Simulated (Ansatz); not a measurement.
Base system: AgI in the wurtzite structure (space group P6_3mc, No. 186; a = 4.685 Å, c = 7.662 Å).

Structures relaxed with plane-wave PAW DFT at the PBE level (Ansatz, an electronic-structure program, 420 eV), without spin-orbit coupling.

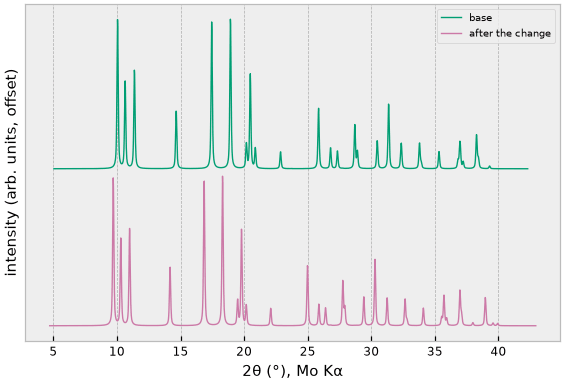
*Simulated powder patterns before (top) and after one change*

Which change produced these results?
(A) pressure 5 GPa
(B) pressure 0.7 GPa
(C) pressure −2 GPa
(D) pressure 10 GPa

C, pressure −2 GPa. Its volume per atom is 40.29 Å³ against 36.41 Å³, and its space group is P6_3mc (No. 186).

Load acts through the strain it causes; cell and atoms are relaxed under it. Stability against distortions was not tested. Tetrahedral semiconductors of this kind turn to denser phases somewhere between about 1 and 50 GPa; those were not computed, so compressed cells here can lie past the real transition.
